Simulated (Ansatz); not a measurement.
# [SiH3O4]− (SMILES [O-][Si](O)(O)O): HSE06/6-31G(d) (spherical functions)

What is the vertical singlet–triplet gap of [SiH3O4]− at HSE06/6-31G* (spherical functions)? 

Program for the calculation: Ansatz 0.2.0.

13 further runs of the same task are left out: 10 that didn't finish, 3 set aside as unsound or not needed. Runs told in other sessions of the task aren't counted.

**1. Starting point**

The species is [SiH3O4]− (8 atoms), meant as a singlet with charge -1. SMILES: `[O-][Si](O)(O)O`. Geometry: relaxed at PBE0-D4/def2-TZVPD. This is one conformer, not always the lowest.

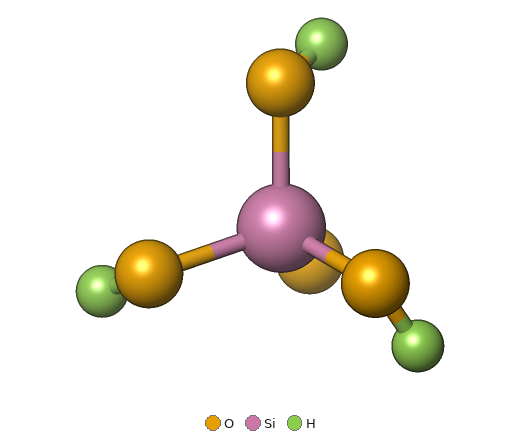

Viewed from a chosen angle; oxygen amber, silicon pink, hydrogen green.

**2. A single-point energy at HSE06/6-31G(d) (spherical functions)**

File in.yaml:

```yaml
crystal:
  periodic: [false, false, false]
  atoms:
    - {symbol: O, position_ang: [-1.413500, 0.197800, 0.825000]}
    - {symbol: Si, position_ang: [-0.078000, 0.010900, 0.045600]}
    - {symbol: O, position_ang: [1.319300, 0.127500, 0.978800]}
    - {symbol: O, position_ang: [0.191900, 1.122100, -1.191000]}
    - {symbol: O, position_ang: [0.099000, -1.475100, -0.727300]}
    - {symbol: H, position_ang: [1.074100, 0.563800, 1.796600]}
    - {symbol: H, position_ang: [-0.653700, 1.525800, -1.393900]}
    - {symbol: H, position_ang: [-0.539100, -2.072800, -0.333900]}
basis:
  gaussian:
    orbitals: 6-31G_st_-spherical.json
total_charge: -1
hamiltonian:
  xc: {name: HSE06}
output: {orbitals: {seedname: orbitals}}
accuracy: high
```

The basis set 6-31G* is read from a file made from the Basis Set Exchange's data (not shown).

Launch:

```
$ ansatz run in.yaml --threads 1 --pin off --max-ram 2610MiB --events-out events.jsonl --progress --plain --runs-dir runs
```

Standard output:

```text
Warning: RAYON_NUM_THREADS=1 ignored (pool sized by the plan → 1); use --threads N
Functional definition: HSE06
  name "HSE06"
  parameter a = 0.25
  parameter omega = 0.11/bohr
  exchange = pbe_x - a*pbe_x_sr(omega) + a*exact_x_sr(omega)
  correlation = pbe_c
1756 factors; integrals over basis functions are off by at most 3.6e-9 eV
92 factors; integrals over basis functions are off by at most 7.8e-10 eV
mean field evaluation 1: about -16099.8363 eV, gradient 6.0e1 eV
mean field evaluation 2: about -16087.2926 eV, gradient 1.0e2 eV
mean field evaluation 4: about -16106.1639 eV, gradient 2.5e0 eV
mean field evaluation 8: about -16106.4504 eV, gradient 2.7e-1 eV
mean field evaluation 16: about -16106.4506 eV, gradient 1.6e-5 eV
mean field -16106.45060296 eV, -591.9011423145 hartree, gradient 4.9e-8 eV, S^2 0.000000; 0 other end points of the search recorded, 0 dependent functions left out
reference -16106.45060643 eV, -591.9011424420 hartree; 25, 25 occupied and 55, 55 virtual orbitals, 1756 factors
Total energy: -16106.45060643 eV, -591.9011424420 hartree
```

Run time: 6.6 s. Hardware: 1 thread of Arm Neoverse V2, shared host; peak memory 0.27 GiB.

**3. The triplet**

File job.yaml:

```yaml
crystal:
  periodic: [false, false, false]
  atoms:
    - {symbol: O, position_ang: [-1.413500, 0.197800, 0.825000]}
    - {symbol: Si, position_ang: [-0.078000, 0.010900, 0.045600]}
    - {symbol: O, position_ang: [1.319300, 0.127500, 0.978800]}
    - {symbol: O, position_ang: [0.191900, 1.122100, -1.191000]}
    - {symbol: O, position_ang: [0.099000, -1.475100, -0.727300]}
    - {symbol: H, position_ang: [1.074100, 0.563800, 1.796600]}
    - {symbol: H, position_ang: [-0.653700, 1.525800, -1.393900]}
    - {symbol: H, position_ang: [-0.539100, -2.072800, -0.333900]}
basis:
  gaussian:
    orbitals: 6-31G_st_-spherical.json
total_charge: -1
magnetization:
  spin_polarized: true
  initial_magnetization: 2
hamiltonian:
  xc: {name: HSE06}
accuracy: high
output: {orbitals: {seedname: orbitals}}
```

The basis set 6-31G* is read from a file made from the Basis Set Exchange's data (not shown).

Launch:

```
$ ansatz run job.yaml --threads 1 --pin off --max-ram 2610MiB --events-out events.jsonl --progress --plain --runs-dir runs
```

Standard output:

```text
Warning: RAYON_NUM_THREADS=1 ignored (pool sized by the plan → 1); use --threads N
[... 6 set-up lines as earlier in the session ...]
1756 factors; integrals over basis functions are off by at most 3.6e-9 eV
92 factors; integrals over basis functions are off by at most 7.8e-10 eV
mean field evaluation 1: about -16093.6771 eV, gradient 3.6e1 eV
mean field evaluation 2: about -16056.3113 eV, gradient 9.4e1 eV
mean field evaluation 4: about -16096.2594 eV, gradient 2.9e1 eV
mean field evaluation 8: about -16100.1604 eV, gradient 4.4e-1 eV
mean field evaluation 16: about -16100.1983 eV, gradient 4.1e-3 eV
mean field evaluation 32: about -16100.1986 eV, gradient 4.3e-4 eV
mean field evaluation 64: about -16100.1982 eV, gradient 6.8e-2 eV
mean field evaluation 96: about -16100.1985 eV, gradient 4.3e-3 eV
mean field -16100.19861585 eV, -591.6713860260 hartree, gradient 1.6e-8 eV, S^2 2.003755; 5 other end points of the search recorded, 0 dependent functions left out
reference -16100.19861952 eV, -591.6713861606 hartree; 26, 24 occupied and 54, 56 virtual orbitals, 1756 factors
Total energy: -16100.19861952 eV, -591.6713861606 hartree
```

Run time: 2.7 min. Hardware: 1 thread of Arm Neoverse V2, shared host; peak memory 0.43 GiB.

**4. What came out**

At HSE06/6-31G* (spherical functions):

| quantity | value |
| --- | --- |
| singlet: total energy | -591.90114 Eh |
| singlet: HOMO energy | -0.64 eV |
| singlet: LUMO energy | 6.31 eV |
| singlet: HOMO–LUMO gap (to an unbound level, set by the basis) | 6.94 eV |
| triplet: total energy | -591.67139 Eh |
| triplet: HOMO energy (highest over α and β) | 4.78 eV |
| triplet: ⟨S²⟩ | 2.004 |
| vertical energy of the triplet above the singlet | 6.252 eV |

In words: At this shape the triplet lies 6.25 eV (144 kcal/mol) above the singlet. For an anion a state so high probably lies above electron detachment. The HOMO (triplet) lies at positive energy, 4.78 eV, from the functional's self-interaction, a short basis or an electron that isn't bound; only total energies against the neutral tell.
